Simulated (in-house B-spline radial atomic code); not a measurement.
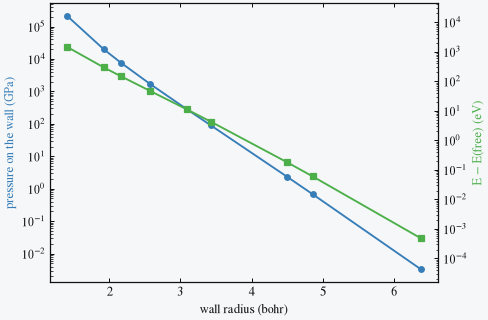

The Sm³⁺ ion in the configuration [Xe] 4f5. It is put inside a hard spherical wall of varying radius. All numbers are computed, not measured: non-relativistic LDA (Slater, VWN5), spherical fractional occupations, point nucleus, hard spherical wall, basis-set limit (an in-house B-spline radial code). The runs are spin-unpolarised. The plot shows the pressure on the wall (left axis) and the energy above the free species (right axis).

Question: How do pressure and energy grow as the wall closes in?

Answer: The pressure grows from 0.0033 GPa at 6.38 bohr through 280 GPa at 3.09 bohr to 210000 GPa at 1.41 bohr, and the energy above the free species from 0.000485 eV through 11.2 eV to 1444 eV. The pressure is −dE/dV with V = 4πR³/3.
